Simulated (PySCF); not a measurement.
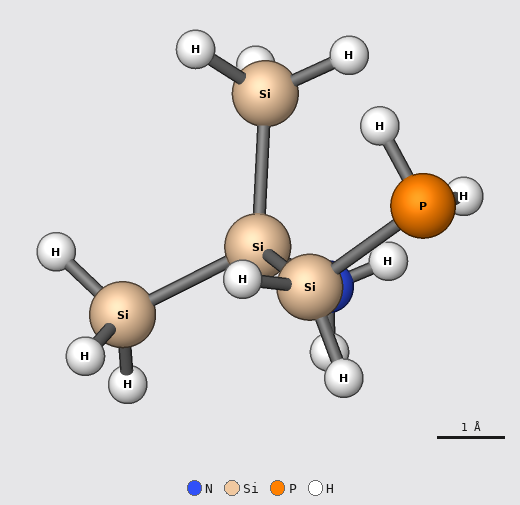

Fig. 1: The input geometry (ball-and-stick view, seen at a tilt). Bond lengths as drawn: H–N 1.01 Å, H–P 1.38 Å, H–Si 1.46 to 1.47 Å, N–Si 1.74 Å, P–Si 2.24 Å and Si–Si 2.34 to 2.38 Å.

**Si4PNH12: excited-state calculation**

- system: Si4PNH12, SMILES N[Si]([SiH3])([SiH3])[SiH2]P
- method: TDDFT CAM-B3LYP/def2-SVPD, vertical, gas phase, core orbitals frozen in the response (PySCF 2.14.0)

The geometry comes from this level: GFN2-xTB.

## What the program printed
```
coarse grid: 16624 points
cycle   1  E = -1560.5514285524  dE = -3.908e-02  |g| = 4.167e-01  |ddm| = 5.106e+00
cycle   2  E = -1560.5513081790  dE =  1.204e-04  |g| = 4.627e-01  |ddm| = 1.386e+00
cycle   3  E = -1560.6004250883  dE = -4.912e-02  |g| = 4.760e-02  |ddm| = 6.759e-01
cycle   4  E = -1560.6010792513  dE = -6.542e-04  |g| = 1.801e-02  |ddm| = 1.514e-01
cycle   5  E = -1560.6011994129  dE = -1.202e-04  |g| = 4.212e-03  |ddm| = 5.671e-02
cycle   6  E = -1560.6012063919  dE = -6.979e-06  |g| = 6.623e-04  |ddm| = 1.283e-02
final grid: 135088 points
cycle   7  E = -1560.7893557283  dE = -1.169e-05  |g| = 2.276e-03  |ddm| = 4.116e-02
cycle   8  E = -1560.7893554166  dE =  3.118e-07  |g| = 2.712e-03  |ddm| = 7.702e-03
cycle   9  E = -1560.7893569892  dE = -1.573e-06  |g| = 1.461e-04  |ddm| = 3.461e-03
cycle  10  E = -1560.7893569972  dE = -7.978e-09  |g| = 5.843e-05  |ddm| = 5.215e-04
cycle  11  E = -1560.7893569985  dE = -1.314e-09  |g| = 9.421e-06  |ddm| = 1.592e-04
cycle  12  E = -1560.7893569985  dE = -4.457e-11  |g| = 4.129e-06  |ddm| = 3.955e-05
```

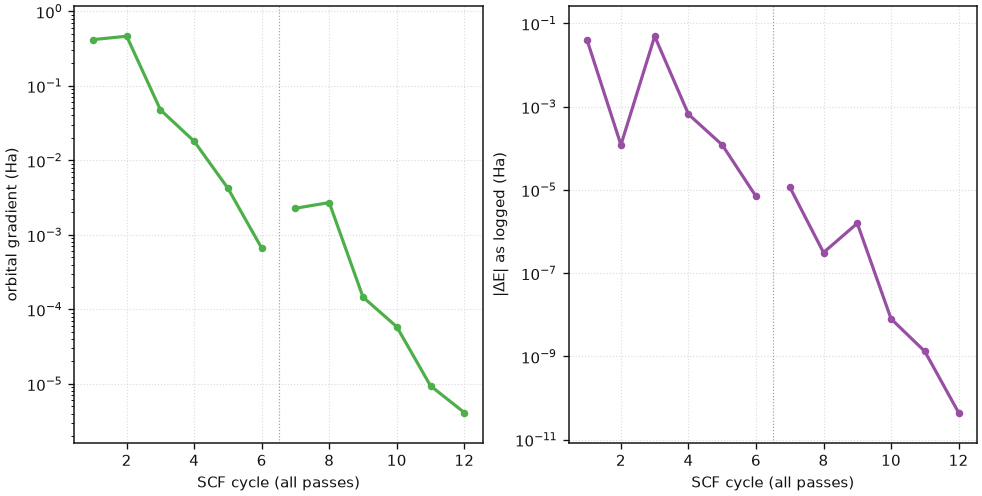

Fig. 2: Convergence of the self-consistent field: orbital gradient and size of the energy change against the SCF cycle. The dotted line marks the change from a coarse to the final integration grid. The first 6 cycles use a coarse grid, the final grid takes over at cycle 7, and the field converges after 12 cycles in all.

```
converged SCF energy = -1560.7893569985

Static polarisability (au): isotropic 155.962, principal 126.472 153.982 187.433

Singlet excitations
state   eV       nm        f      main configurations
  1   4.7684    260.0   0.00492   H->L 0.90
  2   5.5391    223.8   0.14572   H->L+1 0.88
  3   5.8364    212.4   0.05594   H->L+2 0.83
  4   6.0000    206.6   0.07611   H-1->L 0.66, H-2->L 0.13
  5   6.1864    200.4   0.01771   H->L+3 0.62
  6   6.3403    195.5   0.05301   H->L+4 0.42, H->L+3 0.10, H-2->L 0.10
  7   6.5127    190.4   0.02888   H-2->L 0.49, H-1->L 0.10, H->L+6 0.09
  8   6.5905    188.1   0.02616   H->L+5 0.19, H-1->L+2 0.18, H-1->L+1 0.18

Triplet excitations (Tamm-Dancoff, eV): 4.3704 4.8888 5.3025
```

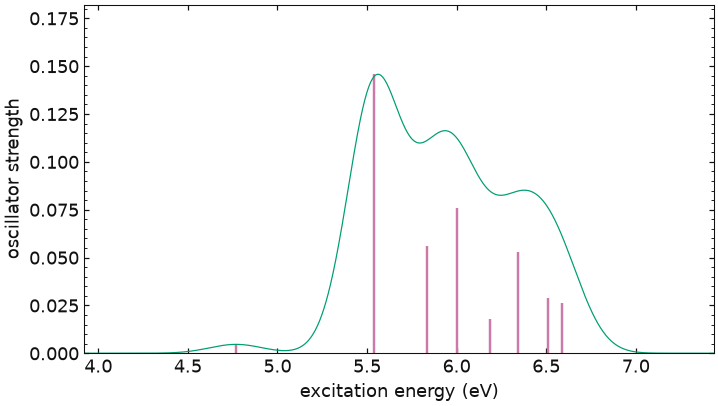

Fig. 3: Computed excitations as sticks (degenerate states added up, dark ones marked on the axis), with a Gaussian envelope of 0.35 eV full width at half maximum, scaled to the tallest. Of the 8 states the lowest lies at 4.77 eV (f = 0.005); the strongest line is at 5.54 eV, or 224 nm (f = 0.146).

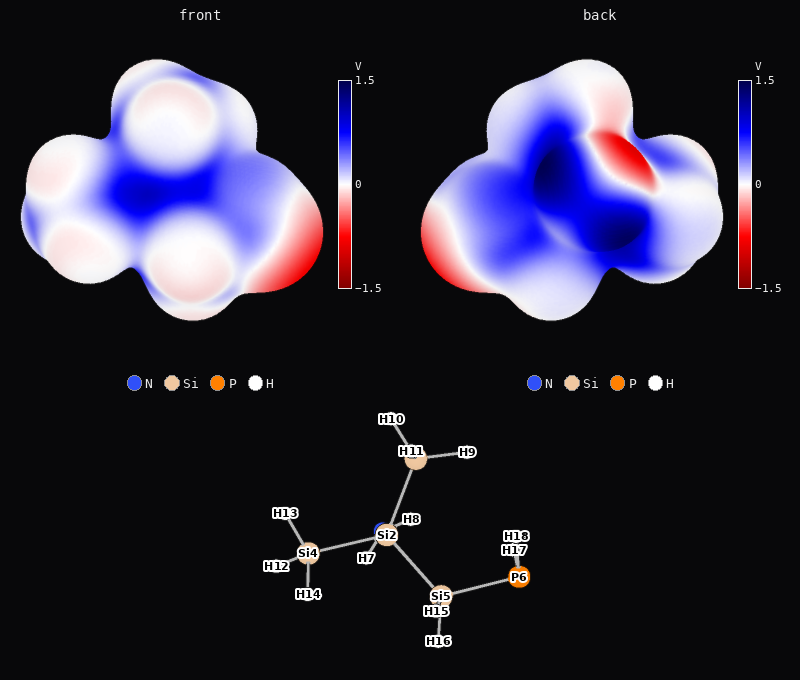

Fig. 4: The molecular electrostatic potential painted on the density surface at 0.001 e/bohr³, seen face on and from behind; the colour scale runs from red (negative) to blue (positive). The bare structure is drawn below in the same view. A positive charge is drawn to the negative regions and a negative charge to the positive ones. Its dipole moment is 1.34 D.

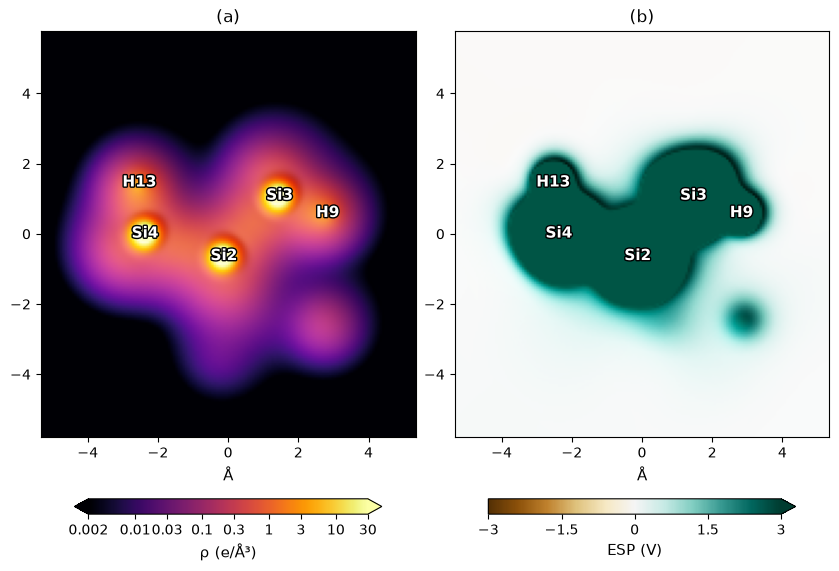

Fig. 5: (a) total electron density; (b) molecular electrostatic potential on the plane of atoms Si2, Si4 and H13. Atoms in the plane: Si and H. Si–Si (2.34 Å): ρ at the midpoint is about 0.66 e/Å³. Si–H (1.47 Å): ρ at the midpoint is about 0.77 e/Å³. The potential has no marked negative region in this plane.

The run was set up as follows.

## Input
```
{"job": {"kind": "uv", "xc": "CAM-B3LYP", "basis": "def2-SVPD", "nstates": 8, "ntriplets": 3}, "charge": 0, "multiplicity": 1}
N     -0.086143    -2.019237    -0.036828
Si     0.386982    -0.341068    -0.050180
Si     0.206221     0.252973     2.206925
Si     2.538435    -0.390706    -0.956644
Si    -1.074134     0.954105    -1.402595
P     -3.043347     1.454868    -0.451169
H      0.032952    -2.579357    -0.865989
H     -0.936220    -2.297781     0.427819
H     -1.185825     0.403263     2.650142
H      0.809493    -0.702902     3.137023
H      0.852381     1.547700     2.442288
H      2.920806    -1.688394    -1.518589
H      3.566338    -0.060533     0.033275
H      2.677660     0.581185    -2.045470
H     -0.526470     2.265112    -1.781752
H     -1.478902     0.320768    -2.670485
H     -3.179643     0.246923     0.209917
H     -2.489344     2.059399     0.660654
```

The first line tells a small driver script what to run in PySCF; the rest is the geometry in Å.

Run as:
```bash
OMP_NUM_THREADS=1 python <driver script> task.json out
```

## Key numbers

| quantity | value |
| --- | --- |
| outcome | converged |
| total energy | −1560.789357 hartree |
| HOMO | −7.93 eV |
| LUMO | −0.07 eV |
| dipole moment | 1.34 D |
| mean polarisability | 155.96 a.u. |
| lowest singlet excitation | 4.77 eV |
| hardware | 1 CPU thread, shared host |
| wall time | 4 min |
| peak memory | 1.1 GiB |
